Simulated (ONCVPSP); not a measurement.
## Pseudopotential generation for Au

Gold (Au, Z = 79), core [Kr] 4d10 4f14, reference valence 5s2 5p6 5d10 6s1, valence charge 19. Computed at this level: ONCV potential, LDA (Perdew-Wang 92), scalar-relativistic, made with ONCVPSP 4.0.1.

## Results in brief

- outcome: generated, with a ghost state
- cutoffs needed: 183 Ha and 217 Ha (the cutoffs at which the residual kinetic energy of the hardest occupied pseudo-wave falls to 1 and 0.1 mHa per electron)
- ghost test: GHOST(-) flagged for p at -1870.1 eV; no localised positive-energy state flagged (flags above 300 eV left out)
- largest excitation error: -552 meV (all-electron minus pseudo) for 5s1 5p6 5d10 6s1, out of 4 test configurations
- range over which the phases arctan(r R′/R) at the test radius agree within 0.05 rad (a looser test near the poles than one of phase shifts): s: over the whole range computed; p: over the whole range computed; d: over the whole range computed; f: not judged, local potential alone
- hardware: 1 CPU thread, shared host
- wall time: 6.5 s

## Remarks

The potential has a bound ghost state, so it can't be used as it stands. An excitation error of 552 meV in its own tests makes this a poorly transferable potential. Warnings of the program, in the generation or the tests: wellstate: negative energy specified for n= 6 l= 1.

## Input file
```
# ATOM AND REFERENCE CONFIGURATION
# atsym  z   nc   nv     iexc    psfile
  Au 79.00   10    4  -001012      upf
#
#   n    l    f
    1    0    2.00
    2    0    2.00
    2    1    6.00
    3    0    2.00
    3    1    6.00
    3    2   10.00
    4    0    2.00
    4    1    6.00
    4    2   10.00
    4    3   14.00
    5    0    2.00
    5    1    6.00
    5    2   10.00
    6    0    1.00
#
# PSEUDOPOTENTIAL AND OPTIMIZATION
# lmax
    2
#
#   l,   rc,      ep,       ncon, nbas, qcut
    0    1.70    0.00    4    7    7.40
    1    1.25    0.00    5   10    6.50
    2    1.70    0.00    4    8    7.70
#
# LOCAL POTENTIAL
# lloc, lpopt,  rc(5),   dvloc0
    4    3    1.00    0.00
#
# VANDERBILT-KLEINMAN-BYLANDER PROJECTORs
# l, nproj, debl
    0    3    4.00
    1    3    0.60
    2    2    2.30
#
# MODEL CORE CHARGE
# icmod, fcfact, rcfact
    0    0.00    0.00
#
# LOG DERIVATIVE ANALYSIS
# epsh1, epsh2, depsh
   -5.00    5.00    0.04
#
# OUTPUT GRID
# rlmax, drl
    6.00    0.01
#
# TEST CONFIGURATIONS
# ncnf
    4
# nvcnf
#   n    l    f
    4
    5    0    2.00
    5    1    6.00
    5    2   10.00
    6    0    0.00
#
    4
    5    0    2.00
    5    1    6.00
    5    2    9.00
    6    0    0.00
#
    4
    5    0    2.00
    5    1    6.00
    5    2    8.00
    6    0    0.00
#
    4
    5    0    1.00
    5    1    6.00
    5    2   10.00
    6    0    1.00
#
```

Run as:
```bash
oncvpsp.x < Au.dat > Au.out
```

## Log (extracts)
```
ONCVPSP  (Optimized Norm-Conservinng Vanderbilt PSeudopotential)
scalar-relativistic version 4.0.1

#   n    l    f        energy (Ha)
    1    0    2.00    -2.9665394E+03
    2    0    2.00    -5.2345781E+02
    2    1    6.00    -4.5265582E+02
    3    0    2.00    -1.2353693E+02
    3    1    6.00    -1.0300644E+02
    3    2   10.00    -8.1053434E+01
    4    0    2.00    -2.6789324E+01
    4    1    6.00    -2.0056086E+01
    4    2   10.00    -1.1975378E+01
    4    3   14.00    -2.9980874E+00
    5    0    2.00    -3.9974981E+00
    5    1    6.00    -2.2071868E+00
    5    2   10.00    -2.6150086E-01
    6    0    1.00    -2.2354007E-01

Reference configufation results
  iterations    29
  all-electron total energy (Ha)   -1.90013644D+04

Begin loop to  construct optimized pseudo wave functions
and semi-local pseudopoentials for all angular momenta

   Wellstate for l =  0  n =  8
     eigenvalue =   3.7765
     asymptotic potential =   4.2765
     half-point radius =  3.2092

Calculating optimized projector #   1

 for l=   0

    Fraction of norm inside rc  0.983742
    Optimizing pswf for qcut=   7.41 a_B^-1,  ecut=  27.42 Ha
    Residual kinetic energy error=  2.60D-06 Ha

    Energy error per electron        Cutoff
         Ha          eV             Ha
         0.01000     0.27211       12.82
         0.00100     0.02721       18.72
         0.00010     0.00272       22.58
         0.00001     0.00027       25.76

Calculating optimized projector #   2

 for l=   0

    Fraction of norm inside rc  0.105434
    Optimizing pswf for qcut=   7.41 a_B^-1,  ecut=  27.42 Ha
    Residual kinetic energy error=  1.17D-05 Ha

    Energy error per electron        Cutoff
         Ha          eV             Ha
         0.01000     0.27211        8.03
         0.00100     0.02721       18.85
         0.00010     0.00272       23.63
         0.00001     0.00027       27.96

Calculating optimized projector #   3

 for l=   0

    Fraction of norm inside rc  0.106785
    Optimizing pswf for qcut=   7.41 a_B^-1,  ecut=  27.42 Ha
    Residual kinetic energy error=  2.02D-04 Ha

    Energy error per electron        Cutoff
         Ha          eV             Ha
         0.01000     0.27211       17.77
         0.00100     0.02721       24.13
         0.00010     0.00272       30.34
         0.00001     0.00027       62.03

WARNING wellstate: negative energy specified for n= 6 l=  1
WARNING scattering state with energy  0.25000000
WARNING will be used for the first projector

   Wellstate for l =  1  n =  6
     eigenvalue =   0.2500
     asymptotic potential =   0.7500
     half-point radius =  3.5793

   Wellstate for l =  1  n =  7
     eigenvalue =   0.8500
     asymptotic potential =   1.3500
     half-point radius =  4.9722

Calculating optimized projector #   1

 for l=   1

    Fraction of norm inside rc  0.725028
    Optimizing pswf for qcut=   6.51 a_B^-1,  ecut=  21.18 Ha
    Residual kinetic energy error=  1.41D-02 Ha

    Energy error per electron        Cutoff
         Ha          eV             Ha
         0.01000     0.27211       24.35
         0.00100     0.02721      183.22
         0.00010     0.00272      217.30
         0.00001     0.00027      237.27

Calculating optimized projector #   2

 for l=   1

    Fraction of norm inside rc  0.055174
    Optimizing pswf for qcut=   6.51 a_B^-1,  ecut=  21.18 Ha
    Residual kinetic energy error=  2.78D-03 Ha

    Energy error per electron        Cutoff
         Ha          eV             Ha
         0.01000     0.27211       10.12
         0.00100     0.02721       27.48
         0.00010     0.00272       95.53
         0.00001     0.00027      248.77

Calculating optimized projector #   3

 for l=   1

    Fraction of norm inside rc  0.033069
    Optimizing pswf for qcut=   6.51 a_B^-1,  ecut=  21.18 Ha
    Residual kinetic energy error=  2.15D-03 Ha

    Energy error per electron        Cutoff
         Ha          eV             Ha
         0.01000     0.27211        9.74
         0.00100     0.02721       25.58
         0.00010     0.00272       78.14
         0.00001     0.00027      183.75

   Wellstate for l =  2  n =  7
     eigenvalue =   2.0385
     asymptotic potential =   2.5385
     half-point radius =  3.9226

Calculating optimized projector #   1

 for l=   2

    Fraction of norm inside rc  0.632363
    Optimizing pswf for qcut=   7.70 a_B^-1,  ecut=  29.65 Ha
    Residual kinetic energy error=  2.42D-06 Ha

    Energy error per electron        Cutoff
         Ha          eV             Ha
         0.01000     0.27211       16.13
         0.00100     0.02721       20.88
         0.00010     0.00272       24.66
         0.00001     0.00027       27.72

Calculating optimized projector #   2

 for l=   2

    Fraction of norm inside rc  0.084856
    Optimizing pswf for qcut=   7.70 a_B^-1,  ecut=  29.65 Ha
    Residual kinetic energy error=  2.05D-06 Ha

    Energy error per electron        Cutoff
         Ha          eV             Ha
         0.01000     0.27211       15.50
         0.00100     0.02721       20.40
         0.00010     0.00272       24.46
         0.00001     0.00027       27.57

Construct Vanderbilt / Kleinmman-Bylander projectors

B matrix Hermiticity error, ll=   0
   1   2    6.5704E-04
   1   3    1.4254E-03
   2   3   -2.8228E-04

  Orthonormal projector coefficients  1.8275E+01  5.7292E+00  7.8059E-01

B matrix Hermiticity error, ll=   1
   1   2    4.2085E-04
   1   3   -4.2554E-04
   2   3    3.0150E-05

  Orthonormal projector coefficients -2.8257E+02  1.5610E+01  5.5078E+00

B matrix Hermiticity error, ll=   2
   1   2   -2.7704E-04

  Orthonormal projector coefficients  6.7893E+00  9.3480E-01

Pseudoatom total energy -137.011037

Diagnostic tests using Vanderbilt-Kleinman-Bylander pseudopotentials
  1 or more projectors used as specified by nproj input data

   l    rcore       rmatch      e in        delta e   norm test  slope test

   0   1.7026392   1.7543350  -3.9974981   0.0000047   1.0003205   1.0002918
   0   1.7026392   1.7543350  -0.2235401   0.0000027   1.0000397   1.0000309
   0   1.7026392   1.7543350   3.7764599   0.0000214   1.0004542   1.0004542

   1   1.2549476   1.2930506  -2.2071868  -0.0000255   1.0002314   1.0002639
   1   1.2549476   1.2930506   0.2500000   0.0000106   1.0005461   1.0005461
   1   1.2549476   1.2930506   0.8500000   0.0000199   1.0006021   1.0006021

   2   1.7026392   1.7543350  -0.2615009   0.0000002   1.0001012   1.0001163
   2   1.7026392   1.7543350   2.0384991   0.0000328   1.0003858   1.0003858

 Testing for bound ghosts
   n   l    E NL Schr. Eq   E Basis Diag.   E Cutoff

   1   0       -3.997493       -3.997491     91.65
   2   0       -0.223537       -0.192459     91.65

       1                      -68.726623    392.06  WARNING - GHOST(-)
   2   1       -2.207212       -2.207067    392.06

   3   2       -0.261501       -0.258908    118.82

 Testing for highly-localized positive-energy ghosts
       l    <radius>/rc     E Basis Diag.   E Cutoff

       0        0.579264       11.693438     91.65  WARNING - GHOST(+)

Test configuration 0

   n   l     f        eae           eps        diff
   1   0  2.0000-2966.53936523
   2   0  2.0000 -523.45781281
   2   1  6.0000 -452.65581677
   3   0  2.0000 -123.53693376
   3   1  6.0000 -103.00643959
   3   2 10.0000  -81.05343438
   4   0  2.0000  -26.78932438
   4   1  6.0000  -20.05608628
   4   2 10.0000  -11.97537840
   4   3 14.0000   -2.99808741
   5   0  2.0000   -3.99749814   -3.99749342    4.72D-06
   5   1  6.0000   -2.20718679   -2.20721232   -2.55D-05
   5   2 10.0000   -0.26150086   -0.26150062    2.46D-07
   6   0  1.0000   -0.22354007   -0.22353732    2.74D-06

    Total energies and differences
      AE_ref= -1.90013644D+04  AE_tst= -1.90013644D+04  dif=  0.00D+00
      PS_ref= -1.37011037D+02  PS_tst= -1.37011037D+02  dif=  0.00D+00
      PSP excitation error=  0.00D+00

Test configuration 1

   n   l     f        eae           eps        diff
   1   0  2.0000-2966.85434151
   2   0  2.0000 -523.76991397
   2   1  6.0000 -452.96798968
   3   0  2.0000 -123.84982881
   3   1  6.0000 -103.31933752
   3   2 10.0000  -81.36604248
   4   0  2.0000  -27.10269651
   4   1  6.0000  -20.36946763
   4   2 10.0000  -12.28869521
   4   3 14.0000   -3.31151589
   5   0  2.0000   -4.31244169   -4.31382842   -1.39D-03
   5   1  6.0000   -2.52369646   -2.52414894   -4.52D-04
   5   2 10.0000   -0.57401937   -0.57399569    2.37D-05

    Total energies and differences
      AE_ref= -1.90013644D+04  AE_tst= -1.90010054D+04  dif=  3.59D-01
      PS_ref= -1.37011037D+02  PS_tst= -1.36651928D+02  dif=  3.59D-01
      PSP excitation error= -1.70D-04

Test configuration 2

   n   l     f        eae           eps        diff
   1   0  2.0000-2967.34218922
   2   0  2.0000 -524.25911113
   2   1  6.0000 -453.45714332
   3   0  2.0000 -124.33791277
   3   1  6.0000 -103.80741529
   3   2 10.0000  -81.85437696
   4   0  2.0000  -27.59020937
   4   1  6.0000  -20.85693626
   4   2 10.0000  -12.77614107
   4   3 14.0000   -3.79854959
   5   0  2.0000   -4.79441674   -4.79602465   -1.61D-03
   5   1  6.0000   -2.99934231   -2.99984028   -4.98D-04
   5   2  9.0000   -1.01534457   -1.01534627   -1.71D-06

    Total energies and differences
      AE_ref= -1.90013644D+04  AE_tst= -1.90002152D+04  dif=  1.15D+00
      PS_ref= -1.37011037D+02  PS_tst= -1.35861636D+02  dif=  1.15D+00
      PSP excitation error= -2.79D-04

Test configuration 3

   n   l     f        eae           eps        diff
   1   0  2.0000-2967.89280588
   2   0  2.0000 -524.81150729
   2   1  6.0000 -454.00952542
   3   0  2.0000 -124.88772498
   3   1  6.0000 -104.35721869
   3   2 10.0000  -82.40468784
   4   0  2.0000  -28.13842851
   4   1  6.0000  -21.40500587
   4   2 10.0000  -13.32408265
   4   3 14.0000   -4.34562813
   5   0  2.0000   -5.33186835   -5.33427654   -2.41D-03
   5   1  6.0000   -3.52736970   -3.52800639   -6.37D-04
   5   2  8.0000   -1.50382493   -1.50387826   -5.33D-05

    Total energies and differences
      AE_ref= -1.90013644D+04  AE_tst= -1.89989595D+04  dif=  2.40D+00
      PS_ref= -1.37011037D+02  PS_tst= -1.34605565D+02  dif=  2.41D+00
      PSP excitation error= -5.99D-04

Test configuration 4

   n   l     f        eae           eps        diff
   1   0  2.0000-2967.16609013
   2   0  2.0000 -524.05670509
   2   1  6.0000 -453.25579562
   3   0  2.0000 -124.12977304
   3   1  6.0000 -103.59932345
   3   2 10.0000  -81.64554902
   4   0  2.0000  -27.38076574
   4   1  6.0000  -20.64685879
   4   2 10.0000  -12.56418327
   4   3 14.0000   -3.58117641
   5   0  1.0000   -4.52574770   -4.56015333   -3.44D-02
   5   1  6.0000   -2.71089675   -2.72040570   -9.51D-03
   5   2 10.0000   -0.69820173   -0.69819223    9.51D-06
   6   0  1.0000   -0.54701906   -0.54852167   -1.50D-03

    Total energies and differences
      AE_ref= -1.90013644D+04  AE_tst= -1.89971134D+04  dif=  4.25D+00
      PS_ref= -1.37011037D+02  PS_tst= -1.32739781D+02  dif=  4.27D+00
      PSP excitation error= -2.03D-02
```

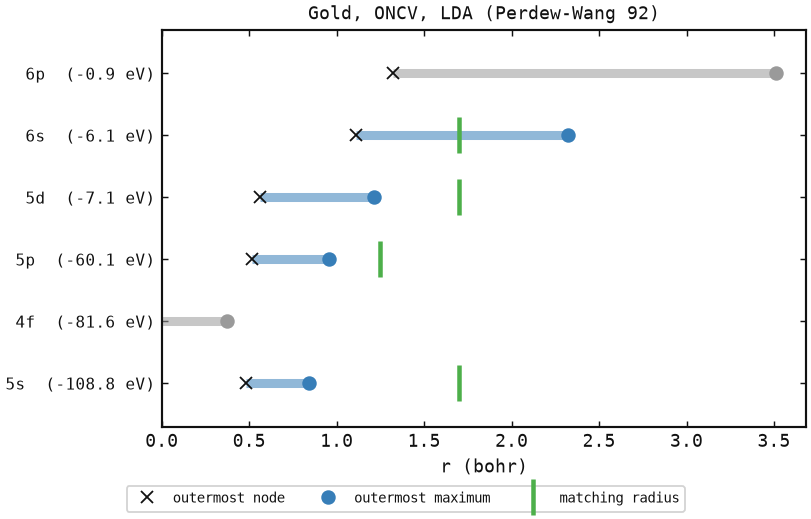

Fig. 1: Outer shells of the all-electron reference atom: each bar runs from the outermost node (or the nucleus) to the outermost maximum of u(r); the tick is the radius chosen for the pseudo-wave. Shells without a tick have no pseudo-wave of their own. Levels, nodes and maxima are from ld1.x, scalar-relativistic.

- Radii against the shells: 5s: 1.70 bohr, outside the maximum; 5p: 1.25 bohr, outside the maximum; 5d: 1.70 bohr, outside the maximum; 6s: 1.70 bohr, between node and maximum.

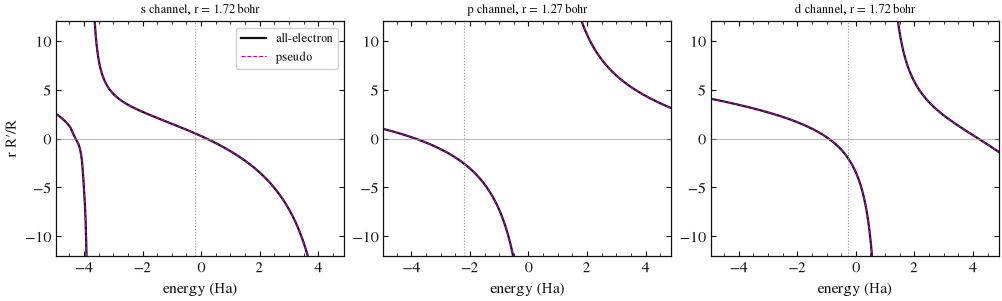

Fig. 2: Logarithmic derivatives r R′/R at the test radius against energy, all-electron atom (solid) and pseudo-atom (dashed). Here R(r) is the radial function. The dotted line marks the reference energy of the channel. Not drawn: f: not judged.

- Zeros of the logarithmic derivative: s: all-electron -4.3 and 0.2 Ha, pseudo -4.3 and 0.2 Ha; p: all-electron -3.9 Ha, pseudo -3.9 Ha; d: all-electron -0.9 and 4.2 Ha, pseudo -0.9 and 4.2 Ha.
- Poles, where the radial function vanishes at the test radius: s: all-electron at -3.8 Ha, pseudo at -3.8 Ha; p: all-electron at 0.5 Ha, pseudo at 0.5 Ha; d: all-electron at 0.9 Ha, pseudo at 0.9 Ha.
- Ghost states: the plot shows none: pseudo and all-electron curves have the same branches in all channels drawn. The separate test gives: GHOST(-) flagged for p at -1870.1 eV; no localised positive-energy state flagged (flags above 300 eV left out). The bound ghosts lie below the range of the plot.

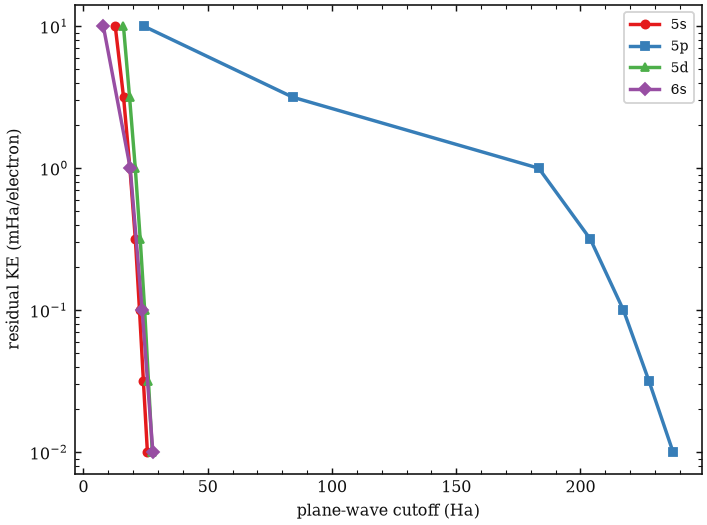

Fig. 3: Residual kinetic energy of the pseudo-waves (the first of each channel, and further valence shells) beyond the plane-wave cutoff, as the generator prints it.

- Cutoffs for the occupied states: 183 Ha for 1 mHa and 217 Ha for 0.1 mHa per electron. The first is set by 5p.
- Hardest wave at 1 mHa per electron: 5p, with rc = 1.25 bohr and qcut = 6.5 1/bohr. The optimisation minimises, but can't always remove, the kinetic energy above qcut²/2 = 21.1 Ha, and a larger rc would as a rule soften the wave at some cost in transferability.
- Cutoffs for 1 mHa per electron: 5p: 183 Ha; 5d: 21 Ha; 6s: 19 Ha; 5s: 19 Ha. The potential isn't sound: its ghost test gives GHOST(-) flagged for p at -1870.1 eV; no localised positive-energy state flagged (flags above 300 eV left out).

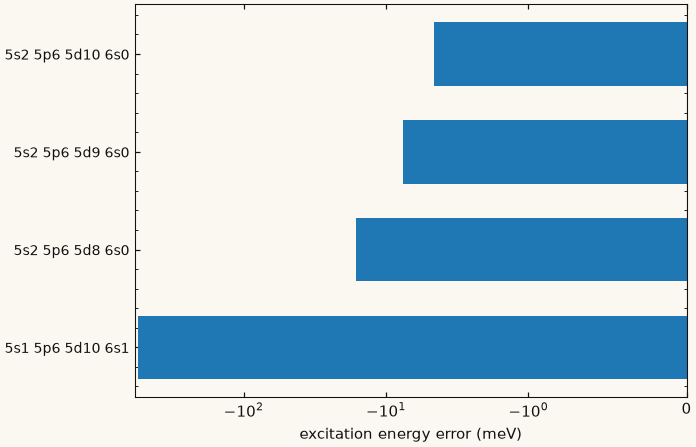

Fig. 4: Errors, all-electron minus pseudo, of the energies of valence configurations relative to the unpolarised reference 5s2 5p6 5d10 6s1.

- Worst configuration: 5s1 5p6 5d10 6s1 (charge +1): the error is -552 meV on an all-electron energy of +115.67 eV relative to the reference, or 0.48 %.
- Errors in meV: 5s2 5p6 5d10 6s0: -4.6; 5s2 5p6 5d9 6s0: -7.6; 5s2 5p6 5d8 6s0: -16; 5s1 5p6 5d10 6s1: -552.
- Configurations within 10 meV and within 50 meV: 2 and 3 of 4.

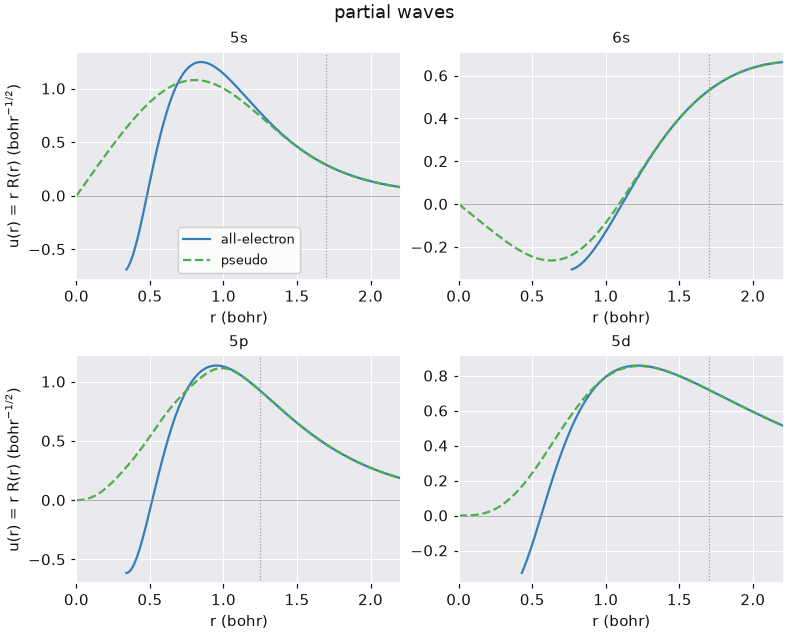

Fig. 5: Partial waves u(r) = r R(r), all-electron (solid) and pseudo (dashed). Dotted lines mark the matching radii. The innermost oscillations of some all-electron curves aren't drawn. Pseudo-waves: 5s has no node; 6s has a node at about 1.1 bohr; 5p has no node; 5d has no node. A node in 6s is expected, since a lower shell of the same l is also in the valence and the two must stay orthogonal.
